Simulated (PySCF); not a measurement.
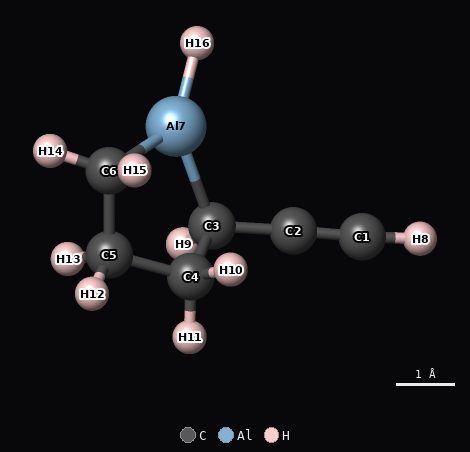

*The starting structure (ball-and-stick view, seen at a tilt; atoms are numbered from 1 in the order of the input). Sticks mark near contacts.*

Bond lengths as drawn: Al–C 2.01 Å, Al–H 1.55 Å, C–C 1.23 to 1.57 Å and C–H 1.03 to 1.11 Å.

# C₆H₉Al: geometry relaxation

- system: C₆H₉Al
- method: PBE0-D3(BJ)/def2-SVP geometry optimisation, gas phase (PySCF 2.14.0)

It belongs to a series of runs on one base structure; here: H on C replaced by ethynyl.

**Log**
```
step   0  E = -475.76196178  max force = 0.061400
step   1  E = -475.76928375  max force = 0.010358
step   2  E = -475.77020564  max force = 0.003643
step   3  E = -475.77052354  max force = 0.001756
step   4  E = -475.77061030  max force = 0.001862
step   5  E = -475.77068358  max force = 0.001097
step   6  E = -475.77070224  max force = 0.000807
step   7  E = -475.77070830  max force = 0.000353
optimisation converged
```

**Trajectory as extended XYZ (Å, eV, eV/Å), 8 frames, from step=0 to step=7**
```
16
Properties=species:S:1:pos:R:3:forces:R:3 step=0 energy=-12946.14240
C     3.3256   -0.6767    0.1933   -3.1573   0.9844  -1.0230
C     2.2015   -0.3491   -0.1864    1.3953  -0.1803   0.3734
C     0.8575   -0.0014   -0.6319    1.0791   0.0951   1.3999
C    -0.1592   -0.9842   -0.0941   -2.0513   0.1160  -0.1122
C    -1.6010   -0.3929   -0.2641    0.8086   0.5000   0.5973
C    -1.7461    0.9200    0.5680    0.3897  -0.5140  -0.4742
Al    0.0743    1.6671    0.1792   -0.5943  -0.5745  -0.0356
H     4.2847   -0.8968    0.5122    1.6357  -0.4449   0.5567
H     0.8707   -0.0335   -1.7052   -0.2123   0.1962  -1.1289
H    -0.0125   -1.1775    0.9821    0.1493  -0.0242  -0.0121
H    -0.1432   -1.9491   -0.6027    0.3086  -0.4064  -0.1427
H    -2.3408   -1.1265    0.0473   -0.3616  -0.4056   0.0090
H    -1.7841   -0.1520   -1.3233    0.0315  -0.1884  -0.1473
H    -2.6592    1.4579    0.2662    0.1556   0.2521  -0.0004
H    -1.9100    0.6409    1.6247    0.1723   0.1423   0.0771
H     0.7227    3.0513    0.4454    0.2510   0.4520   0.0630
16
Properties=species:S:1:pos:R:3:forces:R:3 step=1 energy=-12946.34164
C     3.3176   -0.4767    0.2346    0.2585  -0.1630   0.0646
C     2.1865   -0.3484   -0.1893   -0.1156   0.3165   0.0633
C     0.8365   -0.0662   -0.6303    0.3057  -0.2685   0.0238
C    -0.2334   -1.0535   -0.1160   -0.5326   0.1178  -0.2249
C    -1.6277   -0.4147   -0.2635    0.1758   0.1541   0.3025
C    -1.6929    0.8953    0.5624   -0.0498  -0.2122  -0.2131
Al    0.1128    1.6098    0.1832   -0.1796  -0.1327  -0.0288
H     4.3254   -0.6375    0.5801   -0.1490   0.0247  -0.0412
H     0.8321   -0.0659   -1.7389   -0.1408   0.1417   0.0753
H    -0.0671   -1.2639    0.9546    0.0878  -0.0572   0.0033
H    -0.2059   -2.0220   -0.6408    0.1564  -0.0274  -0.0127
H    -2.4070   -1.1329    0.0422   -0.0266   0.0072  -0.0528
H    -1.8069   -0.1741   -1.3274   -0.0061  -0.1300  -0.0170
H    -2.5669    1.5046    0.2770    0.0894   0.1016   0.0367
H    -1.8409    0.6436    1.6292    0.0890   0.0825   0.0313
H     0.8188    2.9998    0.4537    0.0375   0.0449  -0.0104
16
Properties=species:S:1:pos:R:3:forces:R:3 step=2 energy=-12946.36672
C     3.3137   -0.4772    0.2511   -0.0388  -0.0947  -0.0278
C     2.1854   -0.3330   -0.1794   -0.0381   0.1629   0.0258
C     0.8367   -0.0640   -0.6310    0.1873  -0.1735   0.0520
C    -0.2399   -1.0576   -0.1339   -0.1598   0.0351  -0.0089
C    -1.6327   -0.4213   -0.2536    0.0790   0.0983   0.1168
C    -1.6887    0.8925    0.5611   -0.0706  -0.1315  -0.1305
Al    0.1036    1.6034    0.1728   -0.0160   0.0295   0.0080
H     4.3129   -0.6509    0.6031   -0.0033   0.0175   0.0081
H     0.8233   -0.0362   -1.7371   -0.0443   0.0850   0.0022
H    -0.0534   -1.2844    0.9308    0.0392  -0.0589  -0.0018
H    -0.1909   -2.0202   -0.6700    0.0292   0.0164  -0.0199
H    -2.4101   -1.1394    0.0569   -0.0047  -0.0029  -0.0052
H    -1.8227   -0.1969   -1.3188   -0.0466  -0.0425  -0.0200
H    -2.5530    1.5193    0.2877    0.0306   0.0310   0.0007
H    -1.8144    0.6644    1.6360    0.0510   0.0177   0.0188
H     0.8111    2.9986    0.4350    0.0059   0.0105  -0.0181
16
Properties=species:S:1:pos:R:3:forces:R:3 step=3 energy=-12946.37537
C     3.3051   -0.4862    0.2646   -0.0281  -0.0593  -0.0115
C     2.1828   -0.3195   -0.1720   -0.0020   0.0377  -0.0172
C     0.8389   -0.0576   -0.6299   -0.0069  -0.0486   0.0548
C    -0.2410   -1.0592   -0.1468    0.0903  -0.0049   0.0519
C    -1.6344   -0.4278   -0.2431   -0.0001   0.0170  -0.0360
C    -1.6851    0.8877    0.5578   -0.0502   0.0221  -0.0233
Al    0.0985    1.6094    0.1638    0.0279   0.0391   0.0205
H     4.2978   -0.6724    0.6262    0.0283   0.0188   0.0152
H     0.8197    0.0007   -1.7343    0.0106   0.0178  -0.0223
H    -0.0349   -1.3104    0.9098   -0.0123  -0.0215  -0.0168
H    -0.1824   -2.0114   -0.7003   -0.0315   0.0199  -0.0343
H    -2.4049   -1.1488    0.0783    0.0063  -0.0046   0.0309
H    -1.8463   -0.2169   -1.3078   -0.0248  -0.0087   0.0022
H    -2.5467    1.5210    0.2928   -0.0096  -0.0101  -0.0021
H    -1.7875    0.6774    1.6393    0.0138  -0.0100   0.0067
H     0.8014    3.0114    0.4123   -0.0117  -0.0049  -0.0185
16
Properties=species:S:1:pos:R:3:forces:R:3 step=4 energy=-12946.37773
C     3.3036   -0.4965    0.2700   -0.0334  -0.0339  -0.0121
C     2.1843   -0.3160   -0.1693    0.0324  -0.0045  -0.0120
C     0.8419   -0.0527   -0.6280   -0.0541   0.0134   0.0510
C    -0.2379   -1.0585   -0.1533    0.0957  -0.0061   0.0327
C    -1.6338   -0.4300   -0.2376   -0.0215  -0.0129  -0.0533
C    -1.6863    0.8873    0.5577   -0.0072   0.0552  -0.0014
Al    0.0953    1.6158    0.1606    0.0154   0.0038   0.0137
H     4.2941   -0.6859    0.6371    0.0152   0.0165   0.0070
H     0.8223    0.0190   -1.7321    0.0223  -0.0051  -0.0131
H    -0.0261   -1.3249    0.8981   -0.0164  -0.0098  -0.0098
H    -0.1818   -2.0028   -0.7205   -0.0296   0.0163  -0.0264
H    -2.3974   -1.1543    0.0938    0.0108  -0.0002   0.0302
H    -1.8598   -0.2256   -1.3008   -0.0092  -0.0011   0.0060
H    -2.5514    1.5171    0.2957   -0.0108  -0.0179   0.0022
H    -1.7775    0.6826    1.6415   -0.0001  -0.0143  -0.0007
H     0.7916    3.0225    0.3978   -0.0095   0.0003  -0.0142
16
Properties=species:S:1:pos:R:3:forces:R:3 step=5 energy=-12946.37973
C     3.3029   -0.5125    0.2746   -0.0018  -0.0049  -0.0022
C     2.1873   -0.3140   -0.1658    0.0219  -0.0269  -0.0062
C     0.8458   -0.0446   -0.6229   -0.0504   0.0564   0.0311
C    -0.2325   -1.0563   -0.1614    0.0344  -0.0074  -0.0030
C    -1.6321   -0.4320   -0.2314   -0.0291  -0.0229  -0.0305
C    -1.6880    0.8881    0.5587    0.0321   0.0454   0.0034
Al    0.0904    1.6250    0.1581   -0.0022  -0.0254   0.0046
H     4.2919   -0.7026    0.6465   -0.0014   0.0071  -0.0029
H     0.8291    0.0400   -1.7269    0.0201  -0.0177  -0.0021
H    -0.0179   -1.3433    0.8835   -0.0068  -0.0020  -0.0005
H    -0.1832   -1.9886   -0.7486   -0.0055   0.0053  -0.0079
H    -2.3851   -1.1607    0.1153    0.0076   0.0055   0.0149
H    -1.8761   -0.2350   -1.2920    0.0051   0.0021   0.0037
H    -2.5605    1.5089    0.3009   -0.0084  -0.0098   0.0090
H    -1.7671    0.6859    1.6443   -0.0111  -0.0105  -0.0034
H     0.7761    3.0392    0.3779   -0.0046   0.0056  -0.0080
16
Properties=species:S:1:pos:R:3:forces:R:3 step=6 energy=-12946.38024
C     3.3040   -0.5193    0.2743    0.0026   0.0067  -0.0032
C     2.1888   -0.3146   -0.1640    0.0084  -0.0210   0.0023
C     0.8470   -0.0404   -0.6191   -0.0173   0.0415   0.0128
C    -0.2304   -1.0550   -0.1644   -0.0078  -0.0057  -0.0092
C    -1.6319   -0.4324   -0.2298   -0.0121  -0.0109  -0.0071
C    -1.6884    0.8887    0.5603    0.0268   0.0159  -0.0019
Al    0.0879    1.6285    0.1583   -0.0042  -0.0189   0.0033
H     4.2936   -0.7086    0.6452   -0.0039   0.0001  -0.0038
H     0.8339    0.0460   -1.7233    0.0101  -0.0102   0.0002
H    -0.0165   -1.3503    0.8781   -0.0001  -0.0008   0.0014
H    -0.1831   -1.9822   -0.7599    0.0044   0.0004   0.0000
H    -2.3807   -1.1622    0.1232    0.0027   0.0041   0.0030
H    -1.8816   -0.2369   -1.2891    0.0055   0.0006   0.0006
H    -2.5649    1.5050    0.3053   -0.0040  -0.0018   0.0088
H    -1.7648    0.6844    1.6457   -0.0083  -0.0049  -0.0017
H     0.7680    3.0466    0.3697   -0.0029   0.0048  -0.0056
16
Properties=species:S:1:pos:R:3:forces:R:3 step=7 energy=-12946.38040
C     3.3054   -0.5225    0.2722    0.0048   0.0088  -0.0034
C     2.1894   -0.3154   -0.1628   -0.0040  -0.0097   0.0052
C     0.8473   -0.0376   -0.6161    0.0062   0.0132  -0.0004
C    -0.2299   -1.0543   -0.1656   -0.0181  -0.0033  -0.0045
C    -1.6320   -0.4323   -0.2294    0.0018   0.0013   0.0049
C    -1.6882    0.8886    0.5624    0.0078  -0.0041  -0.0039
Al    0.0863    1.6301    0.1595   -0.0010  -0.0057   0.0040
H     4.2960   -0.7117    0.6400   -0.0021  -0.0036  -0.0018
H     0.8369    0.0481   -1.7205    0.0013  -0.0004   0.0002
H    -0.0170   -1.3535    0.8759    0.0028   0.0001   0.0007
H    -0.1820   -1.9789   -0.7649    0.0051  -0.0011   0.0020
H    -2.3794   -1.1624    0.1256   -0.0017   0.0011  -0.0034
H    -1.8830   -0.2363   -1.2881    0.0021   0.0001  -0.0009
H    -2.5668    1.5028    0.3100   -0.0007   0.0024   0.0055
H    -1.7642    0.6814    1.6472   -0.0020  -0.0015   0.0001
H     0.7623    3.0511    0.3654   -0.0023   0.0024  -0.0043
```

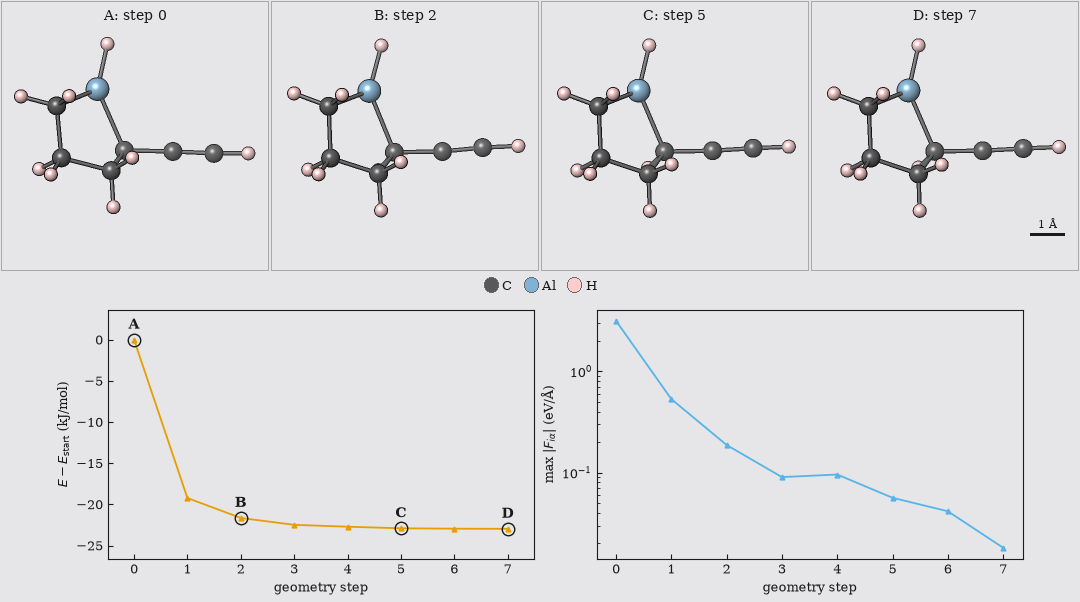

*Frames of the relaxation (ball-and-stick view, seen at a tilt) above the curves, on which the letters mark them (steps are counted from 0).*

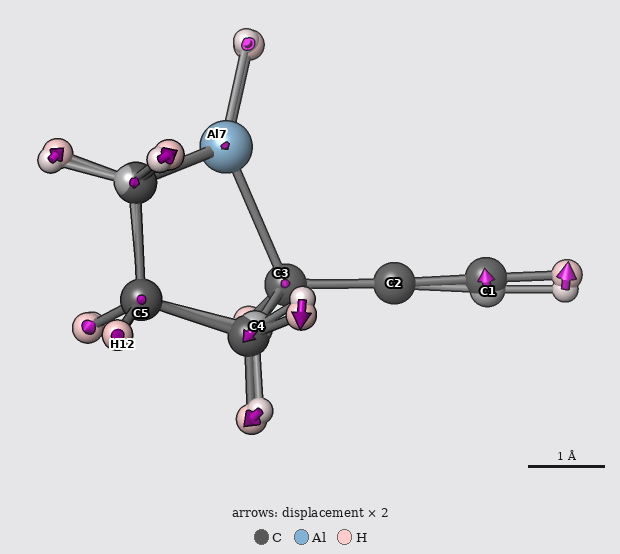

*Start (faint) and end (solid) with the displacements as pink arrows, magnified 2 times (ball-and-stick view, seen at a tilt). The two geometries are laid on each other by the best rigid fit.*

Over 7 geometry steps the energy falls by 23.0 kJ/mol. The largest force component goes from 3.2 to 0.018 eV/Å. The largest move after the best rigid fit is that of H10, 0.21 Å. By element the largest moves are H 0.21 Å, C 0.15 Å, Al 0.05 Å. Distances before and after: C6–Al7 2.006 → 1.965 Å, C1–H8 1.034 → 1.074 Å, Al7–H16 1.552 → 1.587 Å, C3–C4 1.513 → 1.548 Å. Among the angles that change: Al7–C3–H9 115.6° → 108.7°, Al7–C6–H15 114.5° → 109.5°, C2–C3–C4 110.9° → 115.4°. (Atoms are counted from 1 in the order of the input.)

The run was set up as follows.

**Input file**
```
{"job": {"xc": "PBE0", "basis": "def2-SVP", "d3": "d3bj", "grid": 1, "shake": 0.01, "kind": "geom"}, "charge": 0, "multiplicity": 1}
C      3.325580    -0.676730     0.193330
C      2.201530    -0.349110    -0.186390
C      0.857450    -0.001380    -0.631930
C     -0.159240    -0.984190    -0.094120
C     -1.601000    -0.392920    -0.264120
C     -1.746060     0.920010     0.567980
Al     0.074350     1.667140     0.179240
H      4.284740    -0.896830     0.512230
H      0.870740    -0.033530    -1.705160
H     -0.012500    -1.177470     0.982070
H     -0.143230    -1.949100    -0.602710
H     -2.340800    -1.126480     0.047250
H     -1.784100    -0.151980    -1.323280
H     -2.659180     1.457910     0.266190
H     -1.909990     0.640940     1.624730
H      0.722670     3.051340     0.445420
```

The first line tells a small driver script what to run in PySCF; the rest is the geometry in Å.

Launch command:
```bash
OMP_NUM_THREADS=1 python <driver script> task.json out
```

**Summary**

```json
{"quantity": "outcome", "value": "converged"}
{"quantity": "total energy", "value": "−475.770708 hartree"}
{"quantity": "dipole moment", "value": "1.51 D"}
{"quantity": "point group", "value": "C1"}
{"quantity": "hardware", "value": "1 CPU thread, shared host"}
{"quantity": "wall time", "value": "50 s"}
{"quantity": "peak memory", "value": "0.6 GiB"}
```
